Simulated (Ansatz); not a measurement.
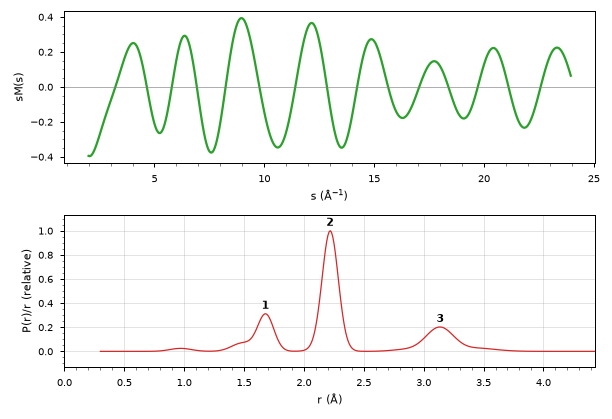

Simulated gas electron diffraction: reduced molecular intensity sM(s) from the Debye equation in the first Born approximation (top) and the radial distribution curve (bottom) of H₂OSSe. Each pair of atoms contributes with weight ZᵢZⱼ/r; damping constant 0.001 Å²; vibrational amplitudes assumed, not computed: 0.05 Å for bonds, 0.078 Å for bonds to H, 0.06 + 0.015 r up to 0.15 Å for other pairs. The geometry is the end point of an optimisation (RKS B3LYP/def2-SVP in Ansatz); it may be a saddle point or a higher isomer. SMILES: OS[SeH].

> Read the positions of the numbered peaks and name the main pairs (– for bonds).

Peak 1, 1.68 Å: Se–H 1.49 Å, S–O 1.68 Å, not resolved
Peak 2, 2.22 Å: Se–S 2.22 Å
Peak 3, 3.14 Å: Se···O 3.14 Å; in its flanks Se···H 3.45 Å
